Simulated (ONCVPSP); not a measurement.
# Pseudopotential generation for Ni (part 2 of 2)

Continued. System: nickel (Ni, Z = 28), core [Ne], reference valence 3s2 3p6 3d8 4s1 4p1, valence charge 18. Method: ONCV potential, BLYP, fully relativistic, made with ONCVPSP 4.0.1.

## The program's output (extracts), continued
```
   n   l kap    f        eae           eps        diff
   1   0  -1  2.0000 -301.81097757
   2   0  -1  2.0000  -36.07427131
   2   1  -2  4.0000  -30.83140764
   2   1   1  2.0000  -31.47452943
   3   0  -1  2.0000   -4.06981084   -4.06865177    1.16E-03
   3   1  -2  4.0000   -2.58879312   -2.58809565    6.97E-04
   3   1   1  2.0000   -2.67027255   -2.66951077    7.62E-04
   3   2  -3  4.8000   -0.31909840   -0.31831906    7.79E-04
   3   2   2  3.2000   -0.32790943   -0.32710833    8.01E-04
   4   0  -1  2.0000   -0.20581206   -0.20589509   -8.30E-05
   4   1  -2  0.0000   -0.04328719   -0.04328719    0.00E+00
   4   1   1  0.0000   -0.04515323   -0.04515323    0.00E+00

    Total energies and differences
      AE_ref= -1.52075948E+03  AE_tst= -1.52092903E+03  dif= -1.70E-01
      PS_ref= -1.59168150E+02  PS_tst= -1.59337717E+02  dif= -1.70E-01
      PSP excitation error=  1.13E-05

Test configuration 2

   n   l kap    f        eae           eps        diff
   1   0  -1  2.0000 -302.15023458
   2   0  -1  2.0000  -36.40627554
   2   1  -2  4.0000  -31.16399770
   2   1   1  2.0000  -31.80718719
   3   0  -1  2.0000   -4.40678702   -4.40723047   -4.43E-04
   3   1  -2  4.0000   -2.92621219   -2.92656305   -3.51E-04
   3   1   1  2.0000   -3.00756721   -3.00794962   -3.82E-04
   3   2  -3  4.8000   -0.65370719   -0.65432715   -6.20E-04
   3   2   2  3.2000   -0.66260682   -0.66323539   -6.29E-04
   4   0  -1  1.0000   -0.48838372   -0.48825411    1.30E-04
   4   1  -2  0.0000   -0.28091517   -0.28091517    0.00E+00
   4   1   1  0.0000   -0.28468184   -0.28468184    0.00E+00

    Total energies and differences
      AE_ref= -1.52075948E+03  AE_tst= -1.52058545E+03  dif=  1.74E-01
      PS_ref= -1.59168150E+02  PS_tst= -1.58994153E+02  dif=  1.74E-01
      PSP excitation error=  2.77E-05

Test configuration 3

   n   l kap    f        eae           eps        diff
   1   0  -1  2.0000 -302.54667050
   2   0  -1  2.0000  -36.79173010
   2   1  -2  4.0000  -31.55033590
   2   1   1  2.0000  -32.19362909
   3   0  -1  2.0000   -4.79781484   -4.80138408   -3.57E-03
   3   1  -2  4.0000   -3.31746576   -3.31992520   -2.46E-03
   3   1   1  2.0000   -3.39871724   -3.40133992   -2.62E-03
   3   2  -3  4.8000   -1.03971974   -1.04260551   -2.89E-03
   3   2   2  3.2000   -1.04874925   -1.05168158   -2.93E-03
   4   0  -1  0.0000   -0.80642461   -0.80642461    0.00E+00
   4   1  -2  0.0000   -0.56168477   -0.56168477    0.00E+00
   4   1   1  0.0000   -0.56728054   -0.56728054    0.00E+00

    Total energies and differences
      AE_ref= -1.52075948E+03  AE_tst= -1.51994060E+03  dif=  8.19E-01
      PS_ref= -1.59168150E+02  PS_tst= -1.58349528E+02  dif=  8.19E-01
      PSP excitation error=  2.59E-04

Test configuration 4

psatom_r: WARNING lschvkbb convergence error n,l,kap,iter=   3   1  -2


ea(ii),et,emin,emax -7.454872E-02 -8.200359E-02 -8.200359E-02 -8.200359E-02
run_config_r: WARNING for fully non-local PS atom,
 WARNING no output for configuration 5
```

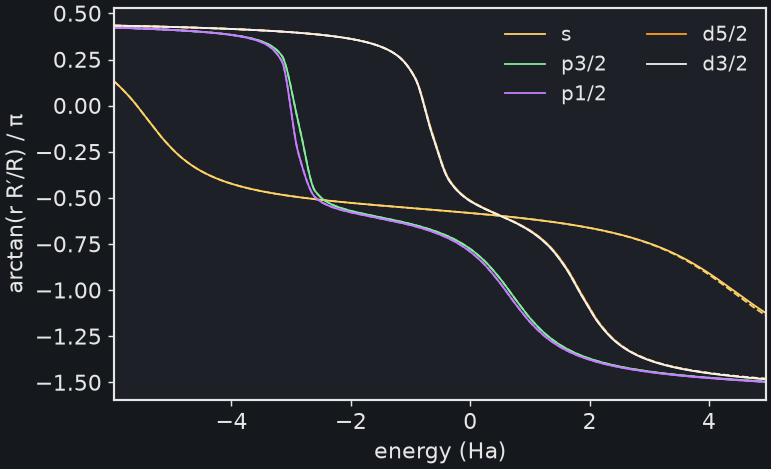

Unwrapped phase arctan(r R′/R) in units of π against energy, all-electron (solid) and pseudo (dashed); the pseudo phase is matched to the all-electron one at the reference energy. Here R(r) is the radial function. Not drawn: f7/2: not judged; f5/2: not judged.

- Poles, where the radial function vanishes at the test radius: s: all-electron at -2.8 Ha, pseudo at -2.8 Ha; p3/2: all-electron at -2.5 Ha, pseudo at -2.5 Ha; p1/2: all-electron at -2.6 Ha, pseudo at -2.6 Ha; d5/2: all-electron at -0.1 Ha, pseudo at -0.1 Ha; d3/2: all-electron at -0.1 Ha, pseudo at -0.1 Ha.
- Range over which the phases agree within 0.05 rad: s: over the whole range drawn; p3/2: over the whole range drawn; p1/2: over the whole range drawn; d5/2: over the whole range drawn; d3/2: over the whole range drawn.

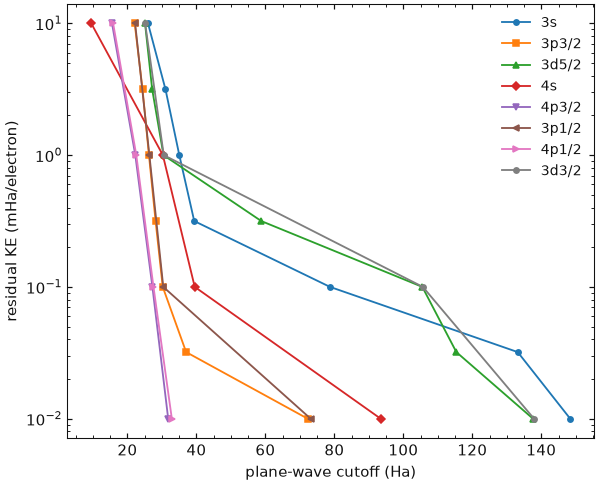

Residual kinetic energy of the pseudo-waves (the first of each channel, and further valence shells) beyond the plane-wave cutoff, as the generator prints it.

- Cutoffs for 1 mHa per electron: 3s: 35 Ha; 3d3/2: 31 Ha; 3d5/2: 30 Ha; 4s: 30 Ha; 3p1/2: 26 Ha; 3p3/2: 26 Ha; 4p1/2: 23 Ha; 4p3/2: 22 Ha.
- Cutoffs for the occupied states: 35 Ha for 1 mHa and 106 Ha for 0.1 mHa per electron. The first is set by 3s.

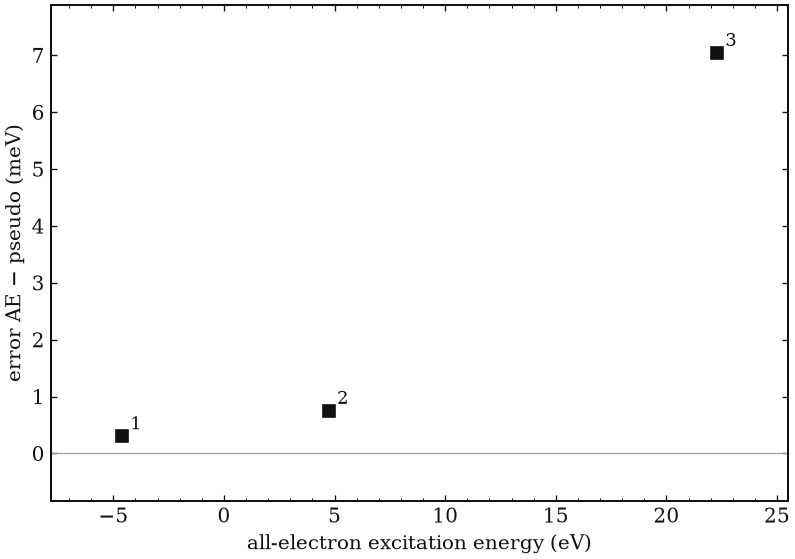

Errors, all-electron minus pseudo, of the energies of valence configurations relative to the unpolarised reference 3s2 3p6 3d8 4s1 4p1. Points: 1 = 3s2 3p6 3d8 4s2 4p0; 2 = 3s2 3p6 3d8 4s1 4p0; 3 = 3s2 3p6 3d8 4s0 4p0. Not all tests gave a result: 1 of 4 tests not solved.

- Worst configuration: 3s2 3p6 3d8 4s0 4p0 (charge +2): the error is +7.0 meV on an all-electron energy of +22.28 eV relative to the reference, or 0.032 %.
- Errors in meV: 3s2 3p6 3d8 4s2 4p0: +0.3; 3s2 3p6 3d8 4s1 4p0: +0.8; 3s2 3p6 3d8 4s0 4p0: +7.0.
- Configurations within 10 meV and within 50 meV: 3 and 3 of 3.

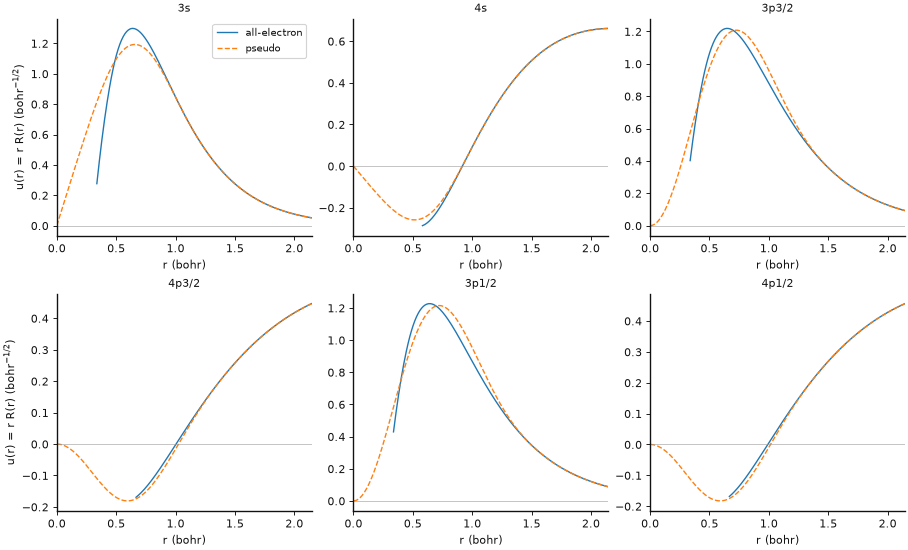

All-electron valence functions (solid) with their pseudo partners (dashed). The innermost oscillations of some all-electron curves aren't drawn. Reference configuration 3s2 3p6 3d8 4s1 4p1.

- Matching radii: 3s at 1.10 bohr; 4s at 1.10 bohr; 3p3/2 at 1.60 bohr; 4p3/2 at 1.60 bohr; 3p1/2 at 1.60 bohr; 4p1/2 at 1.60 bohr. The curves merge smoothly, so the plot gives these only roughly.
- Nodes of the pseudo-waves: 3s has no node; 4s has a node at about 0.9 bohr; 3p3/2 has no node; 4p3/2 has a node at about 1.0 bohr; 3p1/2 has no node; 4p1/2 has a node at about 1.0 bohr. A node in 4s, 4p3/2 and 4p1/2 is expected, since a lower shell of the same l is also in the valence and the two must stay orthogonal.
- Cutoffs needed: 35 Ha (loose) and 106 Ha (tight), as the cutoffs at which the residual kinetic energy of the hardest occupied pseudo-wave falls to 1 and 0.1 mHa per electron.

Outcome of the run: generated.
